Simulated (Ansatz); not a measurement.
# PBE/STO-3G run of GeS (germanium sulfide)

Aim: the electronic atomisation energy of GeS (germanium sulfide) at PBE/STO-3G, from 3 runs. 

The results are computed with Ansatz 0.2.0.

58 further runs of the same task are left out: 29 that didn't finish, 29 set aside as unsound or not needed.

### 1 Starting point

GeS has 2 atoms, charge 0, and is taken as a singlet. SMILES: `[S+]#[Ge-]`. The bond length is the measured one.

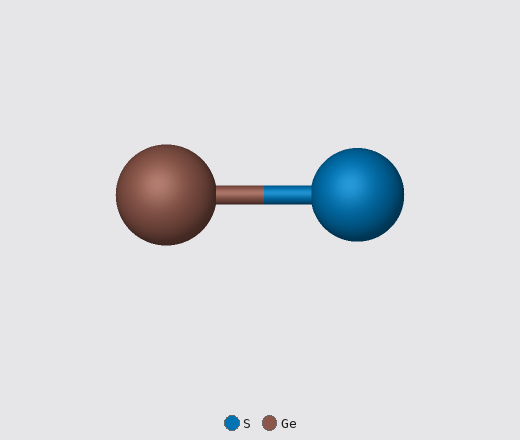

Viewed from a chosen angle; sulfur blue, germanium brown.

### 2 A single-point energy at PBE/STO-3G

Input file job.yaml:

```yaml
basis:
  gaussian:
    orbitals: STO-3G
crystal:
  periodic: [false, false, false]
  atoms:
    - {symbol: S, position_ang: [0.000000, 0.000000, 0.000000]}
    - {symbol: Ge, position_ang: [0.000000, 0.000000, 2.012086]}
hamiltonian:
  xc: pbe
accuracy: high
```

The run is started by

```bash
ansatz run job.yaml --threads 1 --pin off --max-ram 2610MiB --events-out events.jsonl --progress --plain --runs-dir runs
```

Output:

```text
Warning: RAYON_NUM_THREADS=1 ignored (pool sized by the plan → 1); use --threads N
Functional definition: PBE
  name "PBE"
  parameter kappa = 0.804
  parameter beta = 0.06672455060314922
  exchange = pbe_x(kappa = kappa, mu = beta*pi^2/3)
  correlation = pbe_c(beta = beta)
374 factors; integrals over basis functions are off by at most 1.1e-8 eV
mean field evaluation 1: about -66341.9968 eV, gradient 2.0e2 eV
mean field evaluation 2: about -66450.9559 eV, gradient 7.7e1 eV
mean field evaluation 4: about -66560.6096 eV, gradient 3.9e1 eV
mean field evaluation 8: about -66565.9080 eV, gradient 3.8e0 eV
mean field evaluation 16: about -66565.9413 eV, gradient 1.9e-4 eV
mean field evaluation 32: about -66525.4272 eV, gradient 7.1e1 eV
mean field -66565.94131674 eV, -2446.2532233745 hartree, gradient 1.5e-8 eV, S^2 0.000000; 0 other end points of the search recorded, 0 dependent functions left out
reference -66565.94131824 eV, -2446.2532234297 hartree; 24, 24 occupied and 3, 3 virtual orbitals, 374 factors
Total energy: -66565.94131824 eV, -2446.2532234297 hartree
```

Wall time 1.2 s (1 thread of Arm Neoverse V1, shared host).

### 3 The Ge atom at the same level

Input file run.yaml:

```yaml
basis:
  gaussian: {orbitals: STO-3G}
crystal:
  periodic: [false, false, false]
  atoms:
    - {symbol: Ge, position_ang: [0.000000, 0.000000, 0.000000]}
magnetization: {spin_polarized: true, initial_magnetization: 2}
accuracy: high
hamiltonian: {xc: {name: PBE}}
```

Run the same way, it converges to -2052.47375 Eh (log not shown).

### 4 The S atom

Input file job.yaml:

```yaml
crystal:
  periodic: [false, false, false]
  atoms:
    - {symbol: S, position_ang: [0.000000, 0.000000, 0.000000]}
basis:
  gaussian:
    orbitals: STO-3G
magnetization:
  spin_polarized: true
  initial_magnetization: 2
hamiltonian:
  xc: {name: PBE}
accuracy: high
```

The run is started by

```bash
ansatz run job.yaml --threads 1 --pin off --max-ram 2610MiB --events-out events.jsonl --progress --plain --runs-dir runs
```

Output, shortened:

```text
Warning: RAYON_NUM_THREADS=1 ignored (pool sized by the plan → 1); use --threads N
[... 6 set-up lines as earlier in the session ...]
42 factors; integrals over basis functions are off by at most 2.4e-9 eV
mean field evaluation 1: about -10707.1075 eV, gradient 1.6e-1 eV
mean field evaluation 2: about -10707.1076 eV, gradient 4.7e-3 eV
mean field evaluation 4: about -10707.1076 eV, gradient 1.5e-7 eV
mean field evaluation 8: about -10707.1071 eV, gradient 4.4e-3 eV
mean field evaluation 16: about -10707.1073 eV, gradient 7.2e-5 eV
mean field -10707.10759544 eV, -393.4789465942 hartree, gradient 2.3e-10 eV, S^2 2.000000; 2 other end points of the search recorded, 0 dependent functions left out
reference -10707.10759638 eV, -393.4789466288 hartree; 9, 7 occupied and 0, 2 virtual orbitals, 42 factors
Total energy: -10707.10759638 eV, -393.4789466288 hartree
```

Wall time 0.46 s (1 thread of Arm Neoverse V1, shared host).

### 5 What came out

At PBE/STO-3G:

| quantity | value |
| --- | --- |
| molecule: total energy | -2446.25322 Eh |
| Ge atom: total energy | -2052.47375 Eh |
| Ge atom: ⟨S²⟩ | 2.285 |
| S atom: total energy | -393.47895 Eh |
| S atom: ⟨S²⟩ | 2.000 |
| electronic atomisation energy | 8.178 eV |

Taking the molecule apart into free atoms costs 8.18 eV (189 kcal/mol), before zero-point energy and without spin-orbit coupling. In a minimal basis such a difference can be off by several eV, whatever the method. ⟨S²⟩ (Ge atom) is 2.28 where a pure triplet has 2.00: the reference is spin-contaminated.
